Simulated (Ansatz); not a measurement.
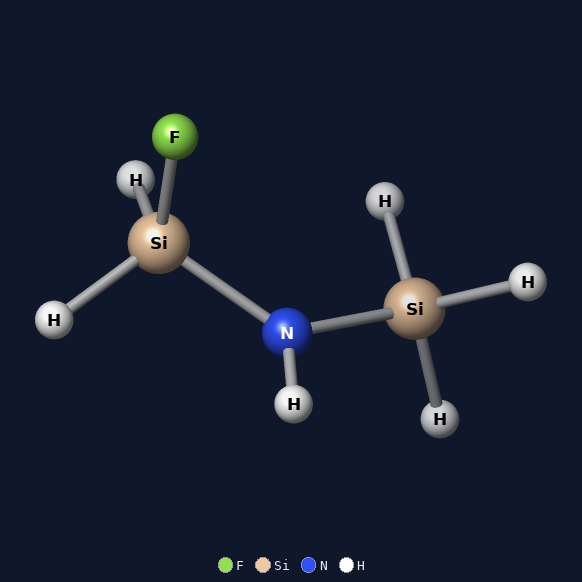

The picture shows a molecular structure as a ball-and-stick model. Every bond is drawn as one stick, whatever its order.

The geometry was computed by an optimisation with PBE0-D4/def2-TZVP.

Question: Which formula does it have?

Answer: FH₆NSi₂, 10 atoms: 1 fluorine, 6 hydrogen, 1 nitrogen and 2 silicon.

Question: Does it have rings?

Answer: It has no ring.

Question: Name some functional groups or characteristic bonds that it holds.

Answer: Among them: Si–H bond, Si–N bond.

Question: Give a SMILES string for it.

Answer: F[SiH2]N[SiH3]

Question: Give the symmetry (Schoenflies symbol).

Answer: C1.

More results for the same structure follow; atom numbers are the same in all pictures, views and colours differ.

### Shape

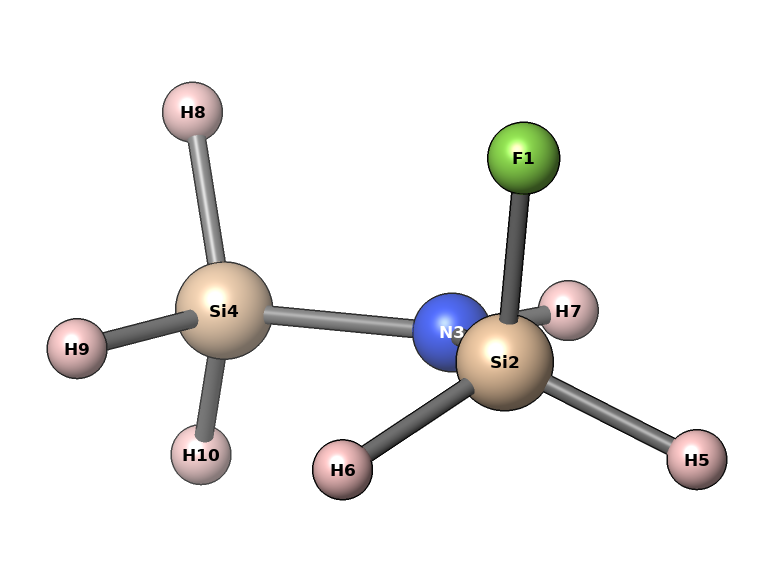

N3 lies behind Si2. The molecule seen a little off the Si2–N3 bond, Si2 in front. Atoms fade into the background with distance from the viewer.

Question: What is the torsion angle F1–Si2–N3–Si4? The sign is positive where the front bond must turn clockwise to cover the back bond.

Answer: −88°, about perpendicular.

### Levels of theory compared

Program: Ansatz 0.2.0.

At this fixed geometry, give HOMO energy (eV), HOMO–LUMO gap (eV), vertical IP (eV) at these levels: B3LYP-D4/def2-TZVPP; PBE-D4/def2-TZVPP; PBE0-D4/def2-TZVPP; r2SCAN-D4/def2-TZVPP; ωB97M-V/def2-TZVPP; ωB97X-V/def2-TZVPP.

| level | HOMO energy (eV) | HOMO–LUMO gap (eV) | vertical IP (eV) |
| --- | --- | --- | --- |
| B3LYP-D4/def2-TZVPP | −7.89 | 7.67 | 10.25 |
| PBE-D4/def2-TZVPP | −6.76 | 5.93 | 9.97 |
| PBE0-D4/def2-TZVPP | −8.13 | 8.13 | 10.21 |
| r2SCAN-D4/def2-TZVPP | −7.07 | 6.69 | 10.06 |
| ωB97M-V/def2-TZVPP | −10.44 | 12.04 | 10.40 |
| ωB97X-V/def2-TZVPP | −10.55 | 12.52 | 10.40 |

### Dipole moment

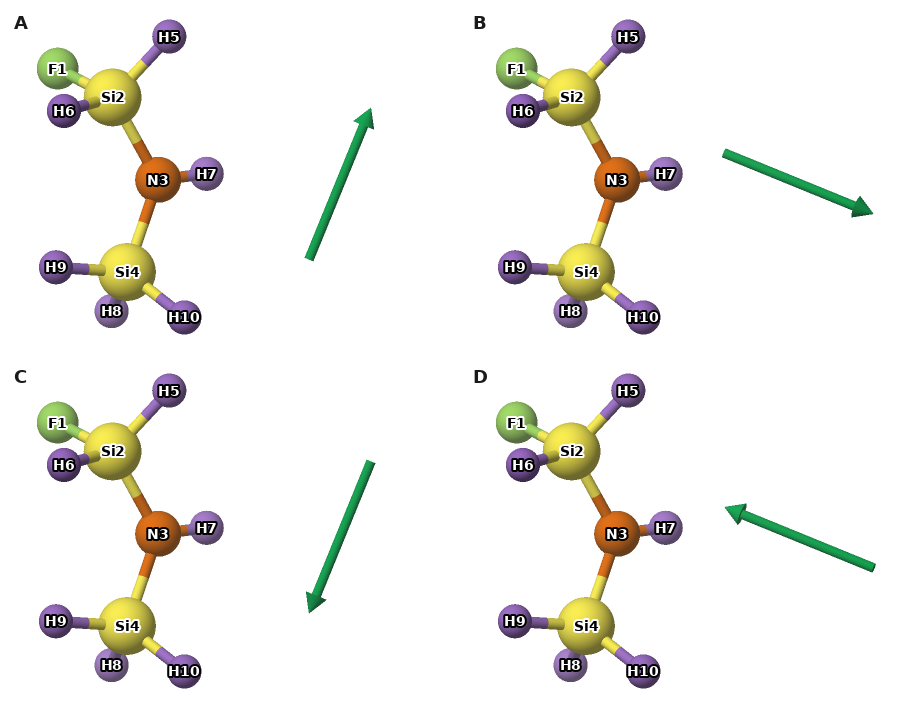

The same molecule four times, each with an arrow. Properties computed with RKS ωB97M-V/def2-TZVPP (Ansatz 0.2.0).

Question: Which arrow points along the dipole moment, from the negative to the positive end?

Answer: B. The dipole moment is 1.71 D; it points from the side of F1 to the side of H10 (the outermost atoms at the two ends).

### Charges

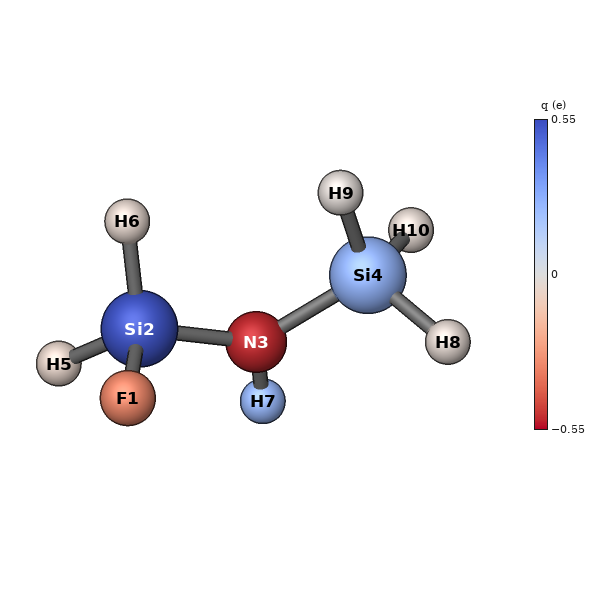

Atoms are coloured by their Mulliken charges. Method: RKS PBE0-D4/def2-TZVP (Ansatz 0.2.0).

Question: Which atom carries the highest charge (most positive or least negative)?

Answer: Si2 (0.52 e).

Question: And the lowest?

Answer: N3 (−0.51 e).

Give the Mulliken charges atom by atom.

```csv
atom,value (e)
F1,−0.32
Si2,0.52
N3,−0.51
Si4,0.24
H5,−0.05
H6,−0.04
H7,0.23
H8,−0.03
H9,−0.02
H10,−0.03
```

Mulliken values depend strongly on the basis set and can even reverse the polarity of a bond.
